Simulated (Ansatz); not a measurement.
**Geometry relaxation of B2Si2PNH10 (part 4 of 4)**

B2Si2PNH10; RKS B3LYP-D4/6-31G* (Ansatz 0.2.0). The run did not end well. It belongs to a series of runs on one base structure; here: end point B relaxed.

Geometry of the input (Å):
```
N  -1.4197  -0.8178  0.9047
B  -0.0772  -0.9822  0.3161
Si 0.5353  -2.7811  -0.0047
B  1.0212  0.3138  0.0179
Si 0.3931  2.1349  0.2945
P  -0.9190  2.8291  -1.3369
H  -1.3406  -0.2270  1.7831
H  -1.9675  -0.1651  0.2146
H  0.9041  -2.9275  -1.3718
H  -0.4755  -3.7446  0.4074
H  1.7593  -3.0172  0.8448
H  2.0882  0.0968  -0.2625
H  1.5358  3.0265  0.3220
H  -0.3396  2.2636  1.6152
H  -1.9072  3.3615  -0.4057
H  -0.2379  4.0802  -1.4780
```

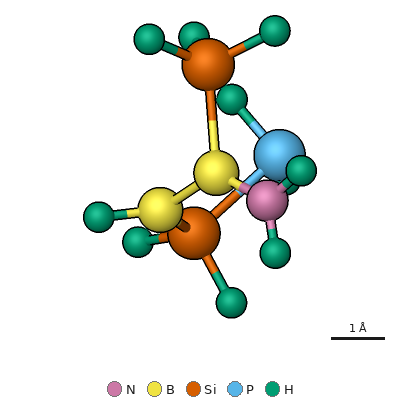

**Figure 1.** The geometry at step 40 of the log (ball-and-stick view, seen at an oblique angle).

Trajectory as extended XYZ, continued:
```
16
Properties=species:S:1:pos:R:3:forces:R:3 step=39 energy=-28050.48945
N    -1.0192   -1.1829    1.8863    0.0038   0.0012  -0.0103
B    -0.0092   -0.7475    1.0277   -0.0102  -0.0099   0.0113
Si    0.2943   -1.8406   -0.6868    0.0014  -0.0043  -0.0147
B     1.0115    0.5383    1.0706    0.0190  -0.0007  -0.0025
Si    0.3750    2.2973    0.3083   -0.0107   0.0451   0.0204
P    -1.1267    1.9343   -1.3797    0.0519  -0.0176  -0.0095
H    -1.2422   -0.7249    2.7613    0.0055  -0.0004  -0.0103
H    -1.6210   -1.9743    1.6972    0.0017   0.0076   0.0015
H     0.6232   -1.0102   -1.8808   -0.0065  -0.0108   0.0196
H    -0.9256   -2.6426   -1.0132    0.0179   0.0100   0.0040
H     1.4260   -2.7970   -0.5020   -0.0128   0.0095  -0.0017
H     2.1576    0.4363    1.4118   -0.0228   0.0053  -0.0052
H     1.4373    3.2750   -0.0807   -0.0320  -0.0291   0.0044
H    -0.4296    2.9507    1.3928    0.0264  -0.0216  -0.0267
H    -1.2478    3.2977   -1.7763    0.0019   0.0079  -0.0031
H    -0.1507    1.6342   -2.3757   -0.0345   0.0078   0.0226
16
Properties=species:S:1:pos:R:3:forces:R:3 step=40 energy=-28050.48969
N    -1.0200   -1.1792    1.8838    0.0016   0.0011  -0.0039
B    -0.0075   -0.7481    1.0264   -0.0091  -0.0031   0.0010
Si    0.2948   -1.8427   -0.6868    0.0027  -0.0023  -0.0050
B     1.0138    0.5374    1.0683    0.0132  -0.0030   0.0099
Si    0.3741    2.2969    0.3109   -0.0103   0.0220   0.0007
P    -1.1258    1.9333   -1.3774    0.0305  -0.0063  -0.0096
H    -1.2432   -0.7185    2.7573    0.0039   0.0003  -0.0060
H    -1.6242   -1.9688    1.6951    0.0017   0.0036   0.0005
H     0.6195   -1.0120   -1.8809   -0.0021  -0.0046   0.0074
H    -0.9232   -2.6472   -1.0108    0.0063   0.0042   0.0018
H     1.4282   -2.7965   -0.5033   -0.0052   0.0050  -0.0012
H     2.1597    0.4360    1.4091   -0.0133   0.0036  -0.0051
H     1.4323    3.2760   -0.0806   -0.0124  -0.0125   0.0060
H    -0.4301    2.9460    1.3961    0.0146  -0.0098  -0.0091
H    -1.2468    3.2970   -1.7748    0.0012  -0.0007   0.0010
H    -0.1489    1.6342   -2.3718   -0.0232   0.0026   0.0116
```

Outcome:

- outcome: not converged
- hardware: 2 threads of Arm Neoverse V2, 24 GiB of memory available, shared host
- wall time: 2.9 min (CPU time 5.6 min)
- peak memory: 0.33 GiB

The run did not converge: “geometry relaxation did not converge after 40 steps: max|allowed force component| = 3.05e-2 eV/Å (threshold 1.5e-2). Raise `relax.max_steps` over both its present limit and 40, loosen `relax.f_tol`, or start from a geometry closer to equilibrium …” Its last values are not results.
